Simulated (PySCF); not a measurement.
# SnH$_{2}$ClO$_{2}$ (charge +1): geometry relaxation (part 3 of 3)

The same run, continued: SnH$_{2}$ClO$_{2}$, charge +1; HF/3-21G, RHF (PySCF 2.14.0). The atoms were displaced at random from an optimised geometry. The geometry is that of the parent species in another charge or spin state.

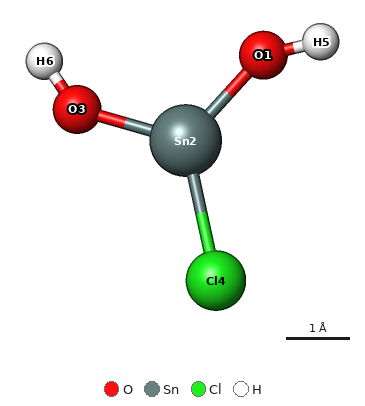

**Figure 1.** The geometry at step 8 of the log (ball-and-stick view, seen at a tilt; atoms are numbered from 1 in the order of the input).

## Output, continued
```
Reduced mass [au]                   4.3991              1.0725              1.0735
Force const [Dyne/A]                2.2656              9.8719              9.9273
Char temp [K]                    1345.1644           5686.8416           5700.1951
Normal mode                   x     y     z       x     y     z       x     y     z
       0   O                -0.04  0.11 -0.02   -0.02  0.02 -0.01   -0.03  0.04 -0.03
       1  Sn                 0.02 -0.02  0.02    0.00 -0.00  0.00   -0.00 -0.00 -0.00
       2   O                -0.12  0.01 -0.11   -0.04 -0.02 -0.04    0.02  0.01  0.02
       3  Cl                -0.00 -0.00 -0.00    0.00 -0.00  0.00   -0.00 -0.00 -0.00
       4   H                 0.03  0.25  0.07    0.27 -0.29  0.21    0.51 -0.55  0.40
       5   H                -0.21  0.21 -0.17    0.54  0.36  0.56   -0.28 -0.19 -0.29
temperature 298.1500 [K]
pressure 101325.00 [Pa]
Rotational constants [GHz] 5.68951 2.36832 1.67223
Symmetry number 1
Zero-point energy (ZPE) 0.02781 [Eh]   73010.609 [J/mol]
                           tot       elec      trans        rot        vib
Entropy [J/mol/K]       341.718      0.000    174.065    113.213     54.441
Cv [J/mol/K]             83.572      0.000     12.472     12.472     58.629
Cp [J/mol/K]             91.887      0.000     20.786     12.472     58.629
Internal energy [J/mol]                      3718.434   3718.434  82408.362
Internal energy [Eh]   -6603.39276  -6603.42698
Enthalpy [J/mol]                             6197.391   3718.434  82408.362
Enthalpy [Eh]          -6603.39181
Gibbs free energy [J/mol]                  -45699.982 -30035.888  66176.856
Gibbs free energy [Eh] -6603.43062
```

## Trajectory as extended XYZ (Å, eV, eV/Å), 16 frames, from step=0 to step=15
```
6
Properties=species:S:1:pos:R:3:forces:R:3 step=0 energy=-179686.88536
O    -0.4754    1.3904   -0.1308    0.4229  -1.5298  -2.1387
Sn    0.3610   -0.3190   -0.6508   -1.0537   0.4028   3.6665
O     1.2559   -0.8591    1.0203   -0.6059   0.0917  -2.8889
Cl   -1.3198   -1.8792   -1.1462    0.3252  -0.0911  -0.6568
H    -1.2170    1.6564   -0.7298    0.3681   0.4839   0.8107
H     1.3577   -0.0950    1.5843    0.5433   0.6426   1.2071
6
Properties=species:S:1:pos:R:3:forces:R:3 step=1 energy=-179687.58686
O    -0.5047    1.3968   -0.1817    0.1181  -0.6346  -1.3070
Sn    0.2537   -0.3236   -0.5239   -1.0074  -0.2440   1.7425
O     1.2763   -0.8471    0.9981   -0.1036   0.7316  -0.8628
Cl   -1.3064   -1.9331   -1.2119    0.3813   0.0291  -0.4458
H    -1.2154    1.7309   -0.7659    0.1870   0.4545   0.5107
H     1.4587   -0.1295    1.6323    0.4245  -0.3367   0.3623
6
Properties=species:S:1:pos:R:3:forces:R:3 step=2 energy=-179688.11629
O    -0.5738    1.4216   -0.2607    0.2970  -0.5301  -0.4891
Sn    0.1004   -0.3362   -0.3742   -0.4916  -0.0623   1.1160
O     1.2983   -0.8314    1.0004   -0.1711   0.7688  -0.2975
Cl   -1.2600   -1.9986   -1.2820    0.2490  -0.0043  -0.2378
H    -1.2254    1.8577   -0.8288    0.0152   0.2754   0.1342
H     1.6227   -0.2186    1.6924    0.1014  -0.4474  -0.2258
6
Properties=species:S:1:pos:R:3:forces:R:3 step=3 energy=-179688.36400
O    -0.6338    1.4127   -0.3027   -0.1097   0.4871  -0.1375
Sn   -0.1224   -0.3489   -0.1449   -0.6939  -0.4467  -0.7160
O     1.2476   -0.7846    0.9859    0.7470   0.1424   0.7848
Cl   -1.1375   -2.0555   -1.3438   -0.0442  -0.0828  -0.0517
H    -1.1647    1.9701   -0.8829   -0.0108   0.1032   0.1037
H     1.7730   -0.2992    1.6355    0.1116  -0.2033   0.0167
6
Properties=species:S:1:pos:R:3:forces:R:3 step=4 energy=-179688.37887
O    -0.6504    1.4235   -0.3244    0.1641  -0.2776   0.0753
Sn   -0.1586   -0.3587   -0.1417    0.5828  -0.0318   0.3337
O     1.2576   -0.7764    1.0098   -0.6405   0.2610  -0.4369
Cl   -1.1332   -2.0834   -1.3658    0.0207   0.0509   0.0748
H    -1.1687    2.0099   -0.8860   -0.0473   0.0142   0.0268
H     1.8155   -0.3204    1.6551   -0.0797  -0.0167  -0.0735
6
Properties=species:S:1:pos:R:3:forces:R:3 step=5 energy=-179688.39474
O    -0.6334    1.4177   -0.3194    0.1048  -0.1851  -0.0067
Sn   -0.1340   -0.3637   -0.1663   -0.0286   0.0815  -0.0287
O     1.2457   -0.7698    1.0005   -0.0822   0.1509   0.0047
Cl   -1.1377   -2.0910   -1.3559    0.0146   0.0158   0.0143
H    -1.1669    2.0081   -0.8632   -0.0152   0.0015   0.0453
H     1.7886   -0.3068    1.6514    0.0065  -0.0645  -0.0289
6
Properties=species:S:1:pos:R:3:forces:R:3 step=6 energy=-179688.39746
O    -0.6232    1.4071   -0.3227   -0.0827   0.2616  -0.1097
Sn   -0.1364   -0.3648   -0.1755    0.0754  -0.2955   0.0272
O     1.2344   -0.7558    0.9996   -0.0222   0.0573   0.0269
Cl   -1.1361   -2.0969   -1.3563   -0.0039  -0.0146  -0.0126
H    -1.1613    2.0095   -0.8478    0.0025   0.0245   0.0639
H     1.7849   -0.3046    1.6498    0.0310  -0.0333   0.0044
6
Properties=species:S:1:pos:R:3:forces:R:3 step=7 energy=-179688.39993
O    -0.6192    1.4072   -0.3308    0.0081  -0.0021  -0.0407
Sn   -0.1400   -0.3717   -0.1797   -0.1007   0.0353  -0.0909
O     1.2237   -0.7460    0.9996    0.0921  -0.0049   0.1158
Cl   -1.1288   -2.1121   -1.3565   -0.0095  -0.0088  -0.0132
H    -1.1593    2.0253   -0.8334   -0.0200   0.0051   0.0204
H     1.7858   -0.3083    1.6479    0.0299  -0.0246   0.0087
6
Properties=species:S:1:pos:R:3:forces:R:3 step=8 energy=-179688.40086
O    -0.6180    1.4076   -0.3382    0.0193  -0.0310  -0.0274
Sn   -0.1392   -0.3713   -0.1833   -0.0102   0.0460   0.0046
O     1.2218   -0.7429    1.0036   -0.0057  -0.0051   0.0175
Cl   -1.1289   -2.1143   -1.3570    0.0010   0.0029  -0.0048
H    -1.1641    2.0291   -0.8298   -0.0170  -0.0049   0.0129
H     1.7907   -0.3138    1.6517    0.0126  -0.0079  -0.0027
6
Properties=species:S:1:pos:R:3:forces:R:3 step=9 energy=-179688.40135
O    -0.6167    1.4079   -0.3472    0.0174  -0.0113  -0.0137
Sn   -0.1395   -0.3692   -0.1831    0.0306   0.0215   0.0340
O     1.2183   -0.7399    1.0077   -0.0374  -0.0094  -0.0175
Cl   -1.1268   -2.1139   -1.3566    0.0016   0.0023  -0.0022
H    -1.1702    2.0314   -0.8275   -0.0157  -0.0067   0.0056
H     1.7972   -0.3219    1.6537    0.0034   0.0037  -0.0062
6
Properties=species:S:1:pos:R:3:forces:R:3 step=10 energy=-179688.40164
O    -0.6147    1.4091   -0.3554    0.0157   0.0086  -0.0024
Sn   -0.1375   -0.3663   -0.1828    0.0216  -0.0028   0.0247
O     1.2152   -0.7387    1.0117   -0.0298  -0.0096  -0.0162
Cl   -1.1254   -2.1115   -1.3555    0.0040   0.0025  -0.0001
H    -1.1779    2.0310   -0.8262   -0.0115  -0.0073   0.0011
H     1.8026   -0.3292    1.6552    0.0000   0.0085  -0.0072
6
Properties=species:S:1:pos:R:3:forces:R:3 step=11 energy=-179688.40177
O    -0.6124    1.4107   -0.3597    0.0150   0.0139   0.0041
Sn   -0.1360   -0.3644   -0.1820    0.0003  -0.0084   0.0050
O     1.2131   -0.7394    1.0144   -0.0104  -0.0074  -0.0013
Cl   -1.1246   -2.1090   -1.3548    0.0030  -0.0007  -0.0013
H    -1.1833    2.0292   -0.8257   -0.0082  -0.0056  -0.0007
H     1.8055   -0.3326    1.6549    0.0003   0.0081  -0.0058
6
Properties=species:S:1:pos:R:3:forces:R:3 step=12 energy=-179688.40187
O    -0.6094    1.4123   -0.3618    0.0113   0.0128   0.0058
Sn   -0.1351   -0.3634   -0.1814   -0.0175  -0.0103  -0.0122
O     1.2112   -0.7409    1.0169    0.0060  -0.0048   0.0115
Cl   -1.1241   -2.1072   -1.3551    0.0028  -0.0006  -0.0009
H    -1.1874    2.0266   -0.8249   -0.0043  -0.0031  -0.0008
H     1.8069   -0.3330    1.6535    0.0017   0.0059  -0.0034
6
Properties=species:S:1:pos:R:3:forces:R:3 step=13 energy=-179688.40195
O    -0.6055    1.4139   -0.3625    0.0045   0.0058   0.0039
Sn   -0.1350   -0.3633   -0.1810   -0.0207  -0.0050  -0.0172
O     1.2091   -0.7429    1.0194    0.0133  -0.0020   0.0160
Cl   -1.1237   -2.1061   -1.3564    0.0006  -0.0017  -0.0016
H    -1.1902    2.0237   -0.8234   -0.0002   0.0001   0.0000
H     1.8076   -0.3309    1.6510    0.0024   0.0028  -0.0011
6
Properties=species:S:1:pos:R:3:forces:R:3 step=14 energy=-179688.40199
O    -0.6033    1.4144   -0.3617   -0.0009  -0.0002   0.0004
Sn   -0.1357   -0.3642   -0.1811   -0.0106  -0.0011  -0.0102
O     1.2079   -0.7437    1.0206    0.0077  -0.0014   0.0096
Cl   -1.1237   -2.1066   -1.3578    0.0003   0.0001  -0.0003
H    -1.1903    2.0226   -0.8219    0.0016   0.0015   0.0008
H     1.8073   -0.3281    1.6490    0.0020   0.0012  -0.0003
6
Properties=species:S:1:pos:R:3:forces:R:3 step=15 energy=-179688.40199
O    -0.6029    1.4141   -0.3611   -0.0024  -0.0024  -0.0011
Sn   -0.1364   -0.3649   -0.1813   -0.0003   0.0020  -0.0014
O     1.2075   -0.7438    1.0209    0.0006  -0.0017   0.0027
Cl   -1.1237   -2.1072   -1.3586   -0.0004  -0.0002  -0.0004
H    -1.1895    2.0229   -0.8211    0.0015   0.0013   0.0009
H     1.8071   -0.3266    1.6482    0.0010   0.0010  -0.0007
```

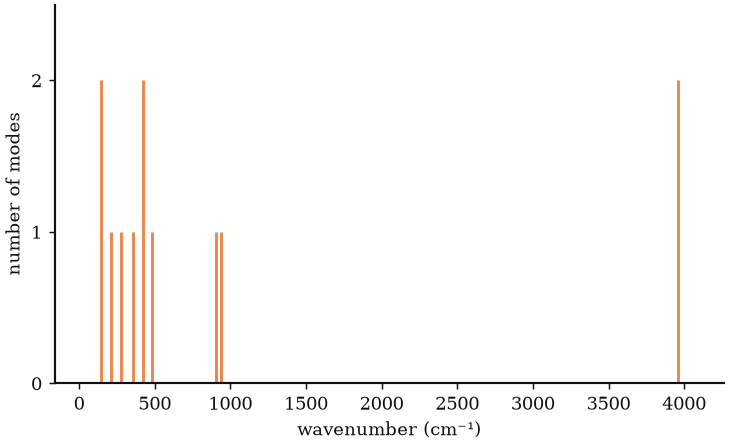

**Figure 2.** Harmonic vibrational wavenumbers from the force constants; neighbouring modes closer than 17 cm⁻¹ are counted in one stick. 12 modes from 142 to 3962 cm⁻¹, none imaginary.

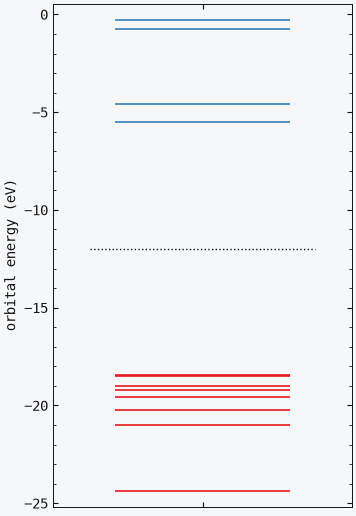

**Figure 3.** Orbital energies near the frontier; the dotted line parts filled from empty levels, and levels within 0.02 eV of each other stand side by side. Highest filled −18.44 eV, lowest empty −5.51 eV, 12.93 eV apart.

The run was set up as follows.

## Input (run.py)
```python
from pyscf import gto, scf, symm
from pyscf.hessian import thermo
from pyscf.geomopt.geometric_solver import kernel as optimise

mol = gto.M(
    atom='''
O     -0.475439     1.390378    -0.130789
Sn     0.360968    -0.319019    -0.650752
O      1.255864    -0.859060     1.020297
Cl    -1.319837    -1.879185    -1.146177
H     -1.217027     1.656356    -0.729840
H      1.357732    -0.094983     1.584328
''',
    verbose=3,
    max_memory=1860,
    basis='3-21g',
    charge=1,
)

hf = scf.RHF(mol)
hf.conv_tol = 1e-10
hf = hf.newton()
converged, mol_eq = optimise(hf, maxsteps=80)
print('converged:', converged)
print(mol_eq.tostring())

hf.reset(mol_eq)
mol = mol_eq
hf.kernel()
etot = hf.e_tot
print(f'total energy: {etot:.8f} hartree')
hess = hf.Hessian().kernel()
modes = thermo.harmonic_analysis(mol, hess)
thermo.dump_normal_mode(mol, modes)
symm.geom.TOLERANCE = 1e-3  # for the symmetry number
th = thermo.thermo(hf, modes['freq_au'], 298.15, 101325)
thermo.dump_thermo(mol, th)
```

Command:
```bash
OMP_NUM_THREADS=1 python run.py
```

## Key numbers

| quantity | value |
| --- | --- |
| outcome | converged |
| total energy | −6603.426976 hartree |
| basis functions | 66 |
| HOMO | −18.44 eV |
| LUMO | −5.51 eV |
| zero-point energy | 0.027808 hartree |
| wavenumbers, lowest and highest | 142 and 3962 cm⁻¹ |
| hardware | 1 thread of Arm Neoverse V1, 24 GiB of memory available, shared host |
| wall time | 73 s |
| peak memory | 0.16 GiB |

## Remarks

Further notes kept with the run: dipole of an ion depends on the origin; no relativistic term for heavy atoms.
